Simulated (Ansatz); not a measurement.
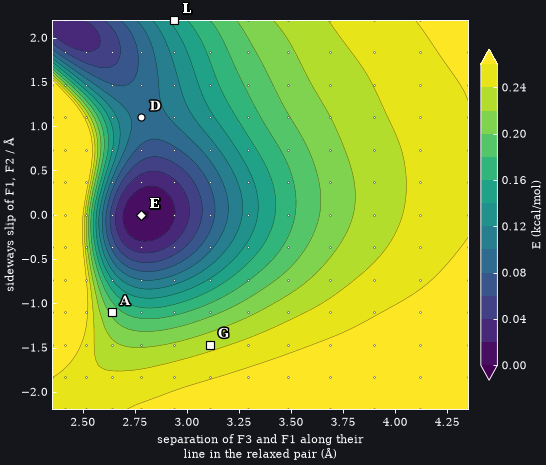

The pair F₂···F₂. First axis: separation of F3 and F1 along their line in the relaxed pair. Second axis: sideways slip of F1, F2. Nothing is relaxed (both partners rigid). Grid: 13 × 13 points. Points are written as (first, second). Energies: kcal/mol, counted from the lowest grid point. All numbers below come from RKS B3LYP-D4/def2-TZVPD (Ansatz).

In the figure: filled contours, dots at the grid points, one colour for all values above the top of the scale, lettered points. Between grid points the surface is interpolated.

**What kind of point is each of D, E, G: minimum, saddle, maximum or slope?**

D: saddle point; E: minimum; G: on a slope. (In these two coordinates alone; a stationary point may lie a little off the grid point.)

**Rank the lettered points by energy, lowest first.**

E (0.000 kcal/mol), D (0.094 kcal/mol), L (0.146 kcal/mol), A (0.195 kcal/mol), G (0.234 kcal/mol).
